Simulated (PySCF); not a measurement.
CH6F2O3Si3

The calculation's input:

```
{"job": {"xc": "KT2", "basis": "pcSseg-1", "solvent": "chloroform", "kind": "nmr", "pop": true}, "charge": 0, "multiplicity": 1}
C      2.458603     0.315780     0.017701
Si     0.888484    -0.647532     0.418790
O      0.090110    -1.001026    -0.961034
Si    -1.401332    -0.650537    -1.496605
O     -2.137344     0.282710    -0.370175
Si    -1.582189     0.796012     1.034994
F     -1.626927     2.380677     1.063107
F     -2.535094     0.275424     2.190077
O     -0.090208     0.314930     1.323634
H      3.132535    -0.284663    -0.583743
H      2.245368     1.230630    -0.530834
H      2.982439     0.589706     0.927454
H      0.986591    -1.893786     1.164295
H     -2.159698    -1.887630    -1.545751
H     -1.255752     0.187294    -2.673823
```

Command:

```sh
OMP_NUM_THREADS=1 python ens_run.py task.json out
```

Geometry: GFN2-xTB.

Theory: KT2/pcSseg-1, SCF density, in a chloroform solvent model, non-relativistic (PySCF 2.14.0).

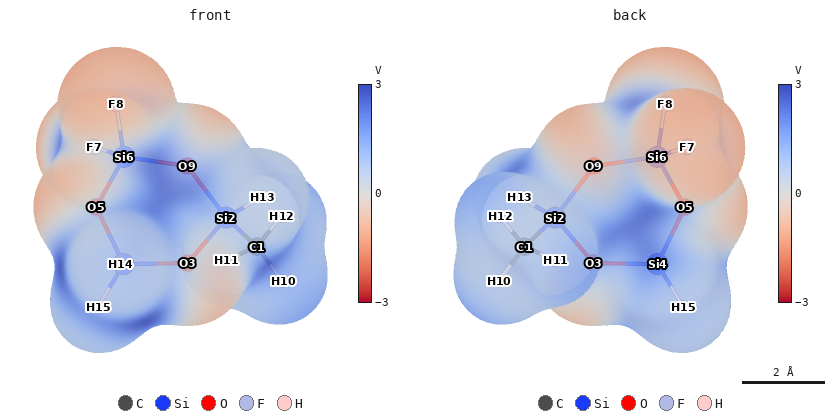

Figure 1. The electrostatic potential painted on the density surface at 0.004 e/bohr³, seen from the front and from behind; the colour scale runs from red (negative) to blue (positive).

Which sites attract a positive test charge, and which a negative one?

Answer. A positive charge is drawn to the negative regions and a negative charge to the positive ones. The most negative region (about −1.0 V) lies over F7 and F8, the most positive (about +2.7 V) over Si4.

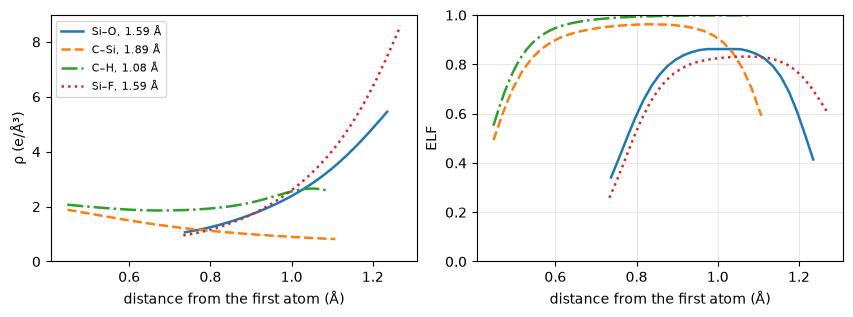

Figure 2. Electron density and electron localisation function along straight lines between neighbouring atoms. The curves leave out the atomic cores.

Compare the contacts.

Answer. Si–O (1.59 Å): the density is about 1.2 e/Å³ at the midpoint; the ELF peaks at about 0.85 between the atoms, as expected for a polar covalent bond.
C–Si (1.89 Å): ρ is about 0.95 e/Å³ halfway; the ELF peaks at about 0.95 between the atoms: localised, covalent bonding.
C–H (1.08 Å): ρ is about 1.9 e/Å³ halfway; the ELF climbs to about 1 towards the hydrogen, as it does in any bond to H (a covalent bond by its length).
Si–F (1.59 Å): ρ at the midpoint is about 1.1 e/Å³; the ELF peaks at about 0.85 in the valence shell of F, 0.5 Å from its nucleus, and is about 0.50 at the midpoint.
